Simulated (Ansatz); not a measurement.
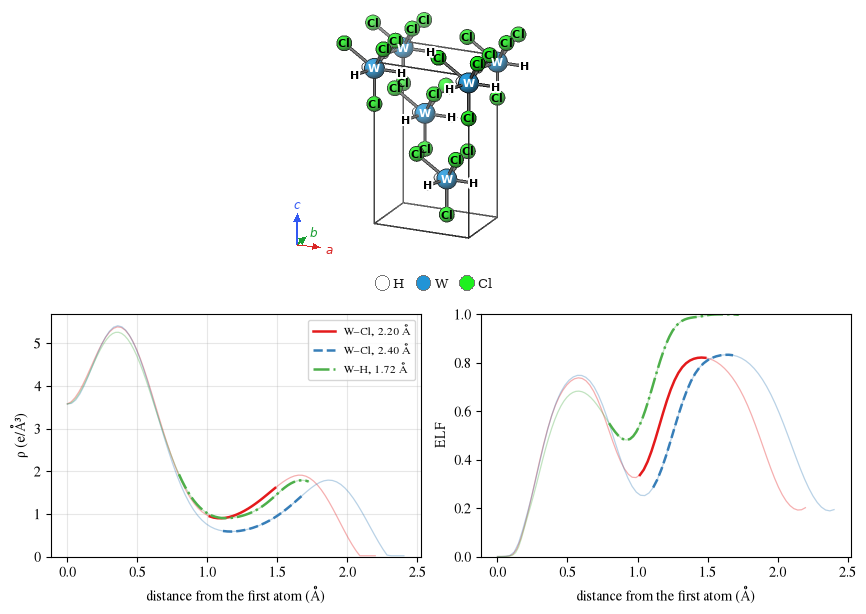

*H3WCl4. Valence electron density and electron localisation function along straight lines between neighbouring atoms. Thin, pale parts lie inside the atomic spheres. The structure is drawn too.*

Space group R3m; a generated structure, not necessarily the stable one; computed without spin polarisation.

The calculation used Ansatz, DFT PBE, scalar-relativistic, plane waves, PAW.

The density is the valence pseudo-density of a PAW calculation; it isn't the true density close to the nuclei.

What can be read from the curves?

W–Cl (2.20 Å): ρ at the midpoint is about 0.9 e/Å³; the ELF peaks at about 0.80 in the valence shell of Cl, 0.7 Å from its nucleus, and is about 0.45 at the midpoint.
W–Cl (2.40 Å): the density is about 0.59 e/Å³ at the midpoint; the ELF peaks at about 0.85 in the valence shell of Cl, 0.8 Å from its nucleus, and is about 0.40 at the midpoint.
W–H (1.72 Å): ρ at the midpoint is about 1.5 e/Å³; the ELF climbs to about 1 towards the hydrogen.
